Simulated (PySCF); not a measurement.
# Single-point calculation of BH (charge −1)

System: BH, charge −1, multiplicity 2.
Method: UHF/jorge-dzp-dkh (PySCF 2.14.0).

Some settings of this run were made unusual or wrong on purpose.

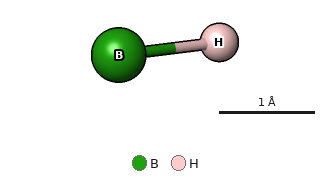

**Figure 1.** The structure as given in the input (ball-and-stick view, seen at an oblique angle).

**Input**
```python
from pyscf import gto, scf

mol = gto.M(
    atom='B 0 0 0; H 0 0 1.297',
    basis='jorge-dzp-dkh',
    charge=-1,
    spin=1,
    verbose=3,
)
mf = scf.UHF(mol)
mf = mf.sfx2c1e()
mf.init_guess = 'random'
mf.kernel()
mf.analyze()
print('orbital energies (hartree):', [e[max(0, n-3):n+3].round(4) for e, n in zip(mf.mo_energy, mol.nelec)])
```

Launched with:
```bash
OMP_NUM_THREADS=1 python input.py
```

**What the program printed**
```
WARN: HOMO 0.0147587015978014 >= LUMO 0.0147587015978014

converged SCF energy = -25.100608742832  <S^2> = 0.75964159  2S+1 = 2.0096185
**** MO energy ****
                             alpha | beta                alpha | beta
MO #1   energy= -7.35955848501815  | -7.34996956766651  occ= 1 | 1
MO #2   energy= -0.358577872485318 | -0.309123639433498 occ= 1 | 1
MO #3   energy= -0.0653228056294282 | -0.033847333736416 occ= 1 | 1
MO #4   energy= 0.002724528409491  | 0.319292277227659  occ= 1 | 0
MO #5   energy= 0.303670065199377  | 0.355746726784361  occ= 0 | 0
MO #6   energy= 0.446654035452497  | 0.459605344319284  occ= 0 | 0
MO #7   energy= 0.580486285640397  | 0.590848499967301  occ= 0 | 0
MO #8   energy= 0.615210208680942  | 0.692032194067938  occ= 0 | 0
MO #9   energy= 0.680116806744449  | 0.730187422867745  occ= 0 | 0
MO #10  energy= 0.785475025418263  | 0.810022241600528  occ= 0 | 0
MO #11  energy= 1.02421188993075   | 1.03832136551238   occ= 0 | 0
MO #12  energy= 1.25260692395643   | 1.27802907852096   occ= 0 | 0
MO #13  energy= 1.27347078004896   | 1.31087297448655   occ= 0 | 0
MO #14  energy= 1.29455571972047   | 1.35710460078229   occ= 0 | 0
MO #15  energy= 1.29574421598103   | 1.35767031322409   occ= 0 | 0
MO #16  energy= 1.68389399549562   | 1.69816176312356   occ= 0 | 0
MO #17  energy= 2.23996297266456   | 2.2396169956472    occ= 0 | 0
MO #18  energy= 2.24306754842157   | 2.2543645319573    occ= 0 | 0
MO #19  energy= 2.80809451291812   | 2.81047230300798   occ= 0 | 0
MO #20  energy= 13.5679393601249   | 13.5763645381176   occ= 0 | 0

To work with the spin densities directly, `use mulliken_meta_spin()` only printing them here.

 ** Mulliken spin pop alpha/beta on meta-lowdin orthogonal AOs **
 ** Mulliken Spin Density (per atom)  **
spin density of  0 B =      1.02273
spin density of  1 H =     -0.02273
 ** Mulliken pop alpha/beta on meta-lowdin orthogonal AOs **
 ** Mulliken atomic charges   ( Nelec_alpha | Nelec_beta ) **
charge of  0B =     -0.86866  (     3.44570      2.42296 )
charge of  1H =     -0.13134  (     0.55430      0.57704 )
Dipole moment(X, Y, Z, Debye): -0.00000,  0.00000,  1.12091
orbital energies (hartree): [array([-0.3586, -0.0653,  0.0027,  0.3037,  0.4467,  0.5805]), array([-7.35  , -0.3091, -0.0338,  0.3193,  0.3557,  0.4596])]
```

**Outcome**

- outcome: converged
- SCF energy: −25.100609 hartree
- ⟨S²⟩: 0.760
- hardware: 1 CPU thread, shared host
- wall time: 1.4 s

**Diagnosis**

Some settings of this run were drawn to be unusual or wrong. It converged; results that depend on the unusual settings are not reference values.
